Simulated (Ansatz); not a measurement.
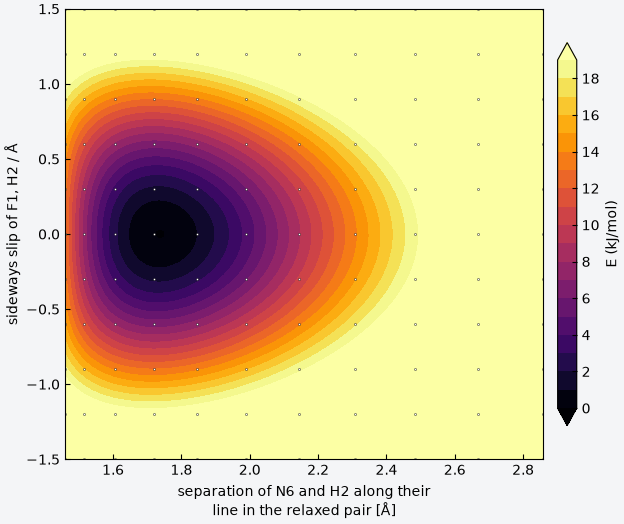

The pair FH···C₃H₃N. Coordinates scanned: (1) separation of N6 and H2 along their line in the relaxed pair; (2) sideways slip of F1, H2. Nothing is relaxed (both partners rigid). The scan uses an 11 × 11 grid. Points are written as (first, second). Energies are in kJ/mol, from the lowest grid point. All numbers below come from RKS PBE0-D4/def2-SVPD (Ansatz 0.2.0).

In the figure: filled contours, dots at the grid points, one colour for all values above the top of the scale. Between grid points the surface is interpolated.

### Estimate the position of the minimum and the force constants in these coordinates.

The interpolated minimum is at the first coordinate ≈ 1.737 Å, sideways slip of F1, H2 ≈ 0.00 Å. The curvatures there are about 2.1 eV/Å² and 0.43 eV/Å², with a cross term of about 0 eV/Å². Round the minimum the two coordinates are nearly uncoupled. (1 eV is 96.5 kJ/mol.)
